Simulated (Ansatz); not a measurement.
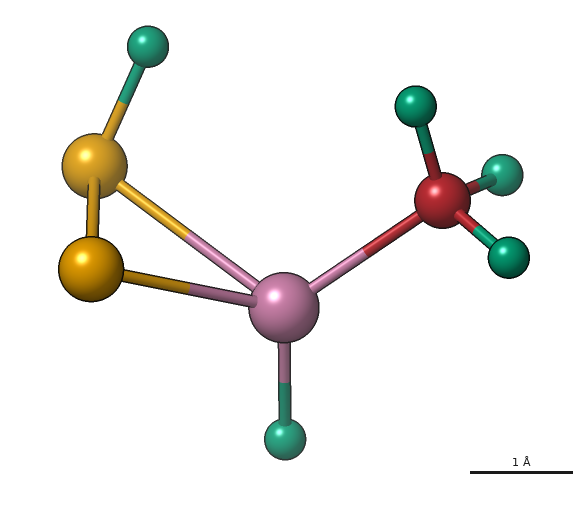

Rendered structure (ball-and-stick style). Every bond is drawn as one stick, whatever its order. Colours: carbon red, aluminium pink, sulfur orange, hydrogen teal.

Computed geometry: PBE0-D4/def2-TZVP optimisation.

What does the picture show?

The molecule is CH5AlS2. This geometry has C1 symmetry. Coordination, clear cases only: 1 C tetrahedral; 1 S trigonal pyramidal.

The parts below concern this one geometry. Atoms keep their numbers from picture to picture.

Levels of theory compared

Program: Ansatz 0.2.0.

Tabulate HOMO–LUMO gap (eV) at these levels: B97M-V/def2-TZVPP; BHLYP-D4/def2-TZVPP; CAM-B3LYP-D4/def2-TZVPP; HSE06 (plane-wave form)-D4/def2-TZVPP; PBE-D4/def2-TZVPP; PBE0-D4/def2-QZVPP; SPW92 (LDA)/def2-TZVPP; r2SCAN-D4/def2-TZVPP; r2SCAN0-D4/def2-TZVPP; revPBE-D4/def2-TZVPP; ωB97M-V/def2-TZVPP; ωB97X-V/def2-TZVPP.

| level | HOMO–LUMO gap (eV) |
| --- | --- |
| B97M-V/def2-TZVPP | 4.26 |
| BHLYP-D4/def2-TZVPP | 7.94 |
| CAM-B3LYP-D4/def2-TZVPP | 8.24 |
| HSE06 (plane-wave form)-D4/def2-TZVPP | 5.04 |
| PBE-D4/def2-TZVPP | 3.63 |
| PBE0-D4/def2-QZVPP | 5.74 |
| SPW92 (LDA)/def2-TZVPP | 3.53 |
| r2SCAN-D4/def2-TZVPP | 4.08 |
| r2SCAN0-D4/def2-TZVPP | 6.09 |
| revPBE-D4/def2-TZVPP | 3.66 |
| ωB97M-V/def2-TZVPP | 10.02 |
| ωB97X-V/def2-TZVPP | 10.35 |

Charges

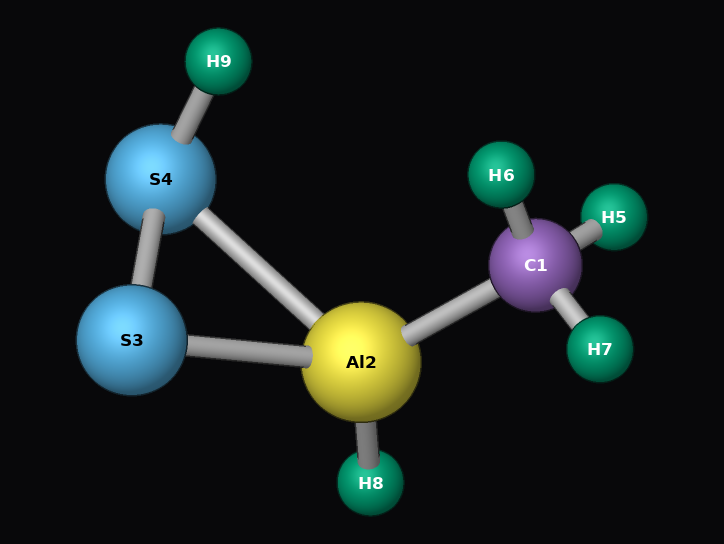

The questions are on Mulliken charges. Properties computed with RKS ωB97M-V/def2-TZVPP (Ansatz 0.2.0).

Give the Mulliken charges atom by atom.

| atom | value (e) |
| --- | --- |
| C1 | −0.53 |
| Al2 | 0.43 |
| S3 | −0.21 |
| S4 | −0.03 |
| H5 | 0.11 |
| H6 | 0.10 |
| H7 | 0.11 |
| H8 | −0.13 |
| H9 | 0.14 |

Dipole moment

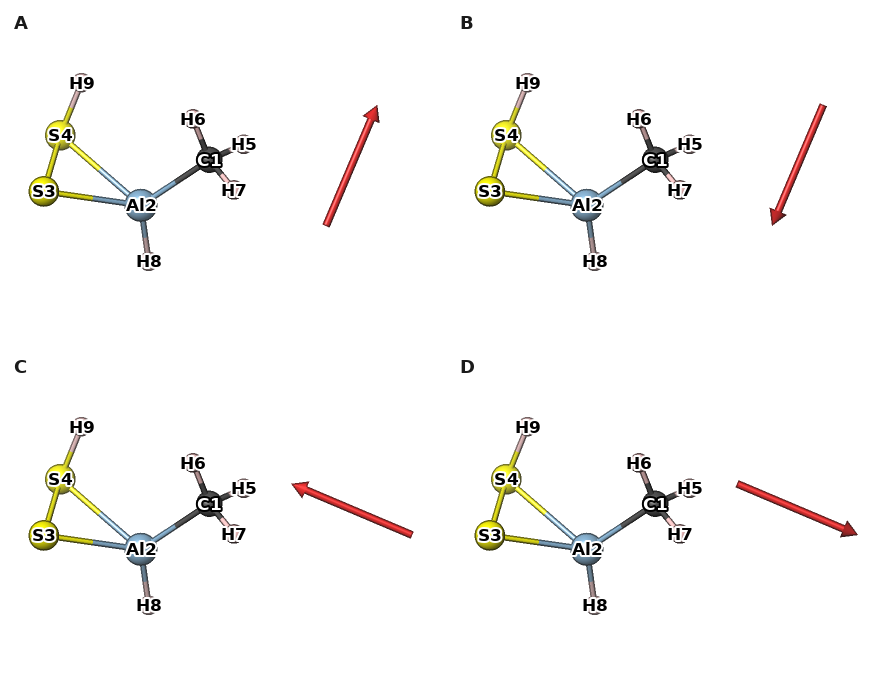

The same molecule four times, each with an arrow. Properties computed with RKS r2SCAN-D4/def2-TZVPP (Ansatz 0.2.0).

> Which arrow points along the dipole moment, from the negative to the positive end?

A. The dipole moment is 1.83 D; it points from the side of H8 to the side of H5, H6 (the outermost atoms at the two ends).

Mulliken values depend strongly on the basis set and can even reverse the polarity of a bond.
